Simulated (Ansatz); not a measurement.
Input

```
crystal:
  periodic: [false, false, false]
  atoms:
    - symbol: "N"
      position_ang: [0.968200, 0.423100, 0.579200]
    - symbol: C
      position_ang: [-0.013800, -0.006000, -0.008300]
    - symbol: O
      position_ang: [-0.954400, -0.417100, -0.571000]
basis:
  gaussian:
    orbitals: def2-SVP
total_charge: 0
magnetization:
  spin_polarized: true
  initial_magnetization: 1
hamiltonian:
  xc: hf
accuracy: high
output: {forces: true, orbitals: {seedname: orbitals}}
```

Launched as:

```sh
ansatz run molecule.yaml --threads 1 --pin off --max-ram 2610MiB --events-out events.jsonl --progress --plain --runs-dir runs
```

Geometry: PBE0-D4/def2-TZVP; ⟨S²⟩ = 0.85, above the pure value of 0.75.

The calculation used isolated molecule in a Gaussian basis; Hartree-Fock (Ansatz).

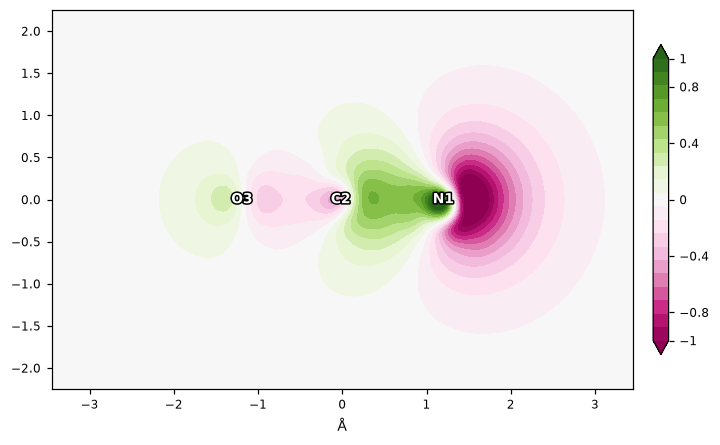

CNO (doublet). The HOMO−1 (β) on a plane that holds the molecular axis (values in Å⁻³ᐟ²; the overall sign is arbitrary).

Describe this orbital and give its energy.

Its weight (Hirshfeld) is mainly on N1 (about 85 %) and C2 (about 10 %); it is of σ type; largely a lone pair of N1. Its energy is −16.15 eV.
